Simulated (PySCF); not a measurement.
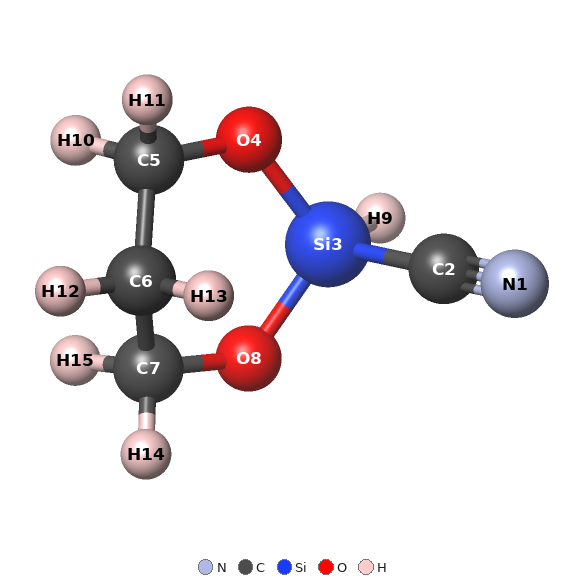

Computed geometry: PBE0-D3(BJ)/def2-SVP optimisation. No frequency run is at hand to confirm it as a minimum. Method: TDDFT B3LYP/def2-SVPD, vertical, gas phase, core orbitals frozen in the response (PySCF 2.14.0), and the same with a continuum solvent (IEF-PCM, Bondi radii x 1.2, gas-phase geometry).

How do dipole (D), HOMO–LUMO gap (eV), lowest singlet (eV) change in acetonitrile (ε = 35.7)?

```json
{"medium": "gas phase", "dipole (D)": "4.49", "HOMO–LUMO gap (eV)": "7.44", "lowest singlet (eV)": "6.49"}
{"medium": "acetonitrile", "dipole (D)": "5.68", "HOMO–LUMO gap (eV)": "7.04", "lowest singlet (eV)": "6.12"}
```
